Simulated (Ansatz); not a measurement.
Consider H7Si3···H3Si···H···F.

The calculation's input:

```
crystal:
  periodic: [false, false, false]
  atoms:
    - {symbol: Si, position_ang: [-0.166622, 0.635801, 0.126535]}
    - {symbol: Si, position_ang: [1.746526, -0.682974, 1.298358]}
    - {symbol: Si, position_ang: [-0.434085, 1.318413, -2.105935]}
    - {symbol: Si, position_ang: [-1.918689, -0.812078, 0.666466]}
    - {symbol: H, position_ang: [-0.123657, 1.834705, 1.005577]}
    - {symbol: H, position_ang: [1.397732, -0.078315, -0.384599]}
    - {symbol: F, position_ang: [2.416121, -0.694196, -0.528029]}
    - {symbol: H, position_ang: [3.057791, -0.137166, 1.713538]}
    - {symbol: H, position_ang: [0.841126, -0.248351, 2.417935]}
    - {symbol: H, position_ang: [1.574777, -2.150926, 1.259261]}
    - {symbol: H, position_ang: [-1.798959, 1.879517, -2.303810]}
    - {symbol: H, position_ang: [0.572476, 2.355393, -2.454481]}
    - {symbol: H, position_ang: [-0.258172, 0.145440, -3.000624]}
    - {symbol: H, position_ang: [-1.950061, -1.909332, -0.337189]}
    - {symbol: H, position_ang: [-1.751890, -1.388529, 2.025497]}
    - {symbol: H, position_ang: [-3.204514, -0.067402, 0.601500]}
basis:
  gaussian: {orbitals: def2-TZVPP}
hamiltonian: {xc: pbe0, dispersion: d4}
output: {orbitals: {seedname: orbitals}}
```

Run with:

```sh
ansatz run in.yaml --threads 4 --pin off --events-out ev --progress --plain --max-ram 63488MiB --backend cuda --devices 0, --max-vram 37GiB
```

A transition-state structure; geometry: PBE0-D4/def2-TZVP.

Theory: RKS PBE0-D4/def2-TZVPP (Ansatz 0.2.0).

Predict the electron density and electron localisation function between the atoms.

Si–Si (2.34 Å): ρ at the midpoint is about 0.62 e/Å³; the ELF peaks at about 1 between the atoms, as expected for a shared electron pair.
Si–H (1.49 Å): ρ at the midpoint is about 0.79 e/Å³; the ELF climbs to about 1 towards the hydrogen, as it does in any bond to H.

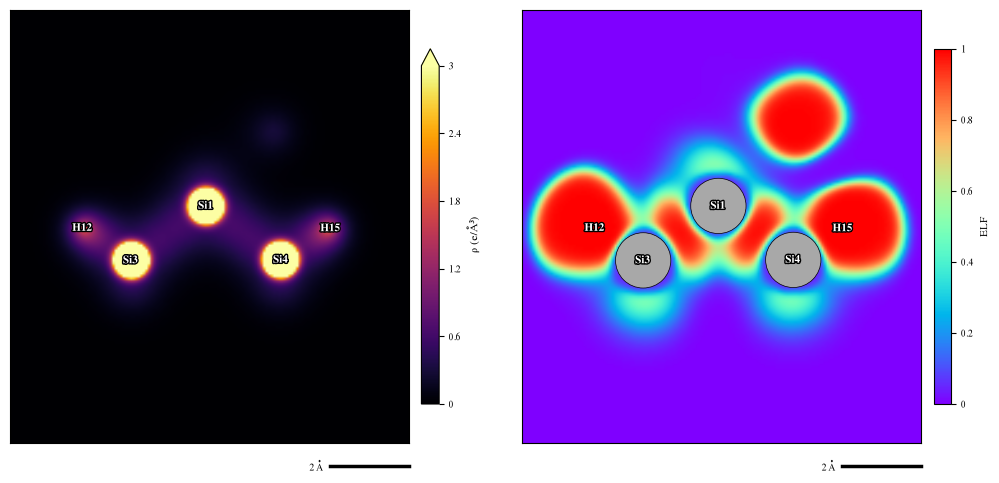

Computed electron density and electron localisation function on the plane of atoms Si3, Si1 and Si4, in this order. Grey discs cover the atomic cores in the ELF map. 
